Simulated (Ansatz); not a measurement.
**AlFH3NO (SMILES [NH2][Al]([OH])[F]): density, localisation and related maps**

```xyz
7

N    -0.5851    0.9354   -0.5282
Al   -0.1276   -0.6217    0.1495
O     1.3842   -1.0008    0.8036
F    -1.2652   -1.8294    0.1540
H    -1.5018    1.1308   -0.9135
H     0.0035    1.7562   -0.5957
H     2.1533   -0.4386    0.8845
```

Method: RKS PBE0-D4/def2-SVP in Ansatz 0.2.0.

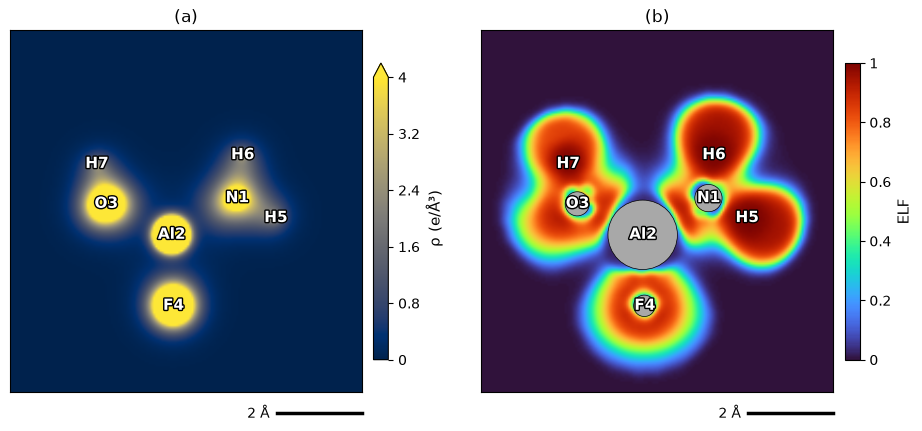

Figure 1. (a) electron density; (b) electron localisation function on the molecular plane. Grey discs cover the atomic cores in the ELF map.

> What does the map show?

The section cuts through N, Al, O, F and H sites.
Al–F (1.66 Å): the density is about 0.8 e/Å³ at the midpoint; the ELF peaks at about 0.85 in the valence shell of F, 0.6 Å from its nucleus, and is about 0.25 at the midpoint.
Al–O (1.69 Å): ρ is about 0.86 e/Å³ halfway; the ELF peaks at about 0.85 in the valence shell of O, 0.6 Å from its nucleus, and is about 0.45 at the midpoint.
Al–N (1.76 Å): the density is about 0.85 e/Å³ at the midpoint; the ELF peaks at about 0.90 in the valence shell of N, 0.7 Å from its nucleus, and is about 0.55 at the midpoint.
O–H (0.96 Å): ρ at the midpoint is about 3.7 e/Å³; the ELF climbs to about 1 towards the hydrogen, as it does in any bond to H (a covalent bond by its length).
N–H (1.01 Å): the density is about 2.7 e/Å³ at the midpoint; the ELF climbs to about 1 towards the hydrogen: an ordinary covalent bond to hydrogen.
The ELF also peaks beside F4 and O3, away from the bonds: lone-pair regions.

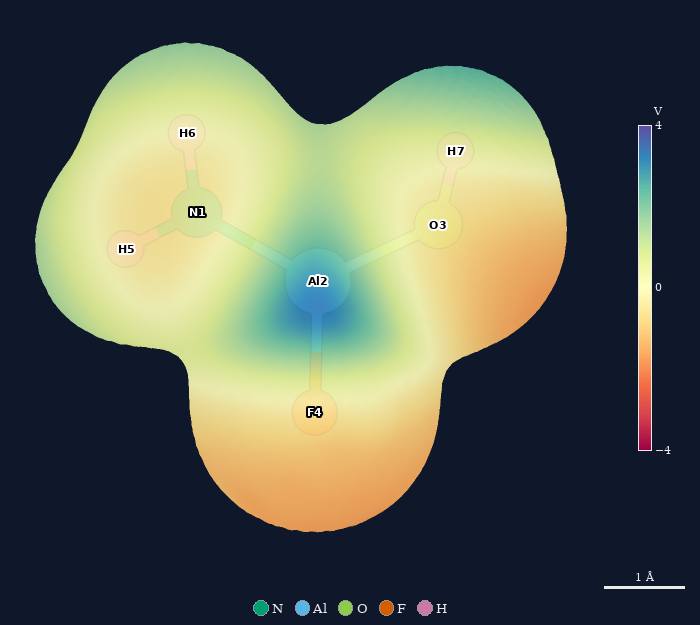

Figure 2. The electrostatic potential painted on the density surface at 0.002 e/bohr³, seen across its widest extent; the colour scale runs from red (negative) to blue (positive).

> Which sites attract a positive test charge, and which a negative one?

A positive charge is drawn to the negative regions and a negative charge to the positive ones. The most negative region (about −1.7 V, or −39 kcal/mol for a unit charge) lies over O3 and F4, the most positive (about +3.2 V, or +74 kcal/mol for a unit charge) over Al2.

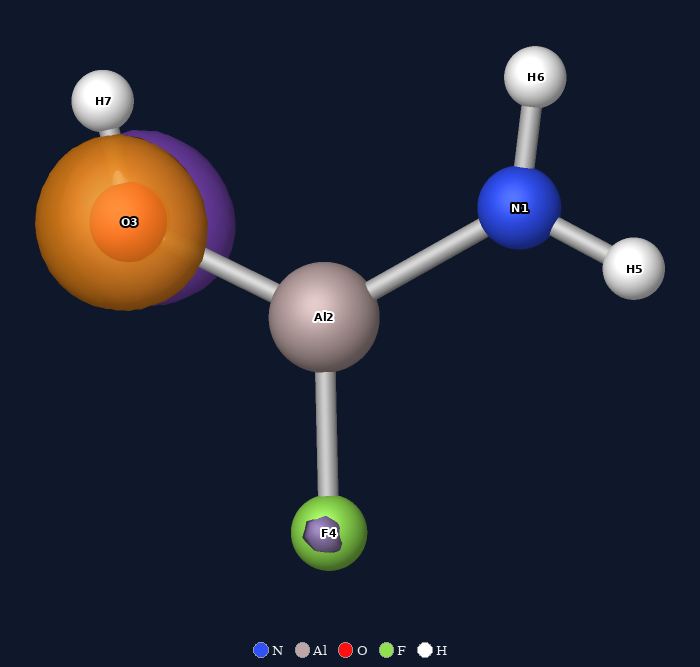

Figure 3. The HOMO−1 at ±0.3 Å⁻³ᐟ² (orange and purple are the two phases), seen at an oblique angle.

> Describe this orbital and give its energy.

It lies mainly on O3 (about 80 %); it changes sign across the molecular plane (π type). Its energy is −9.04 eV.
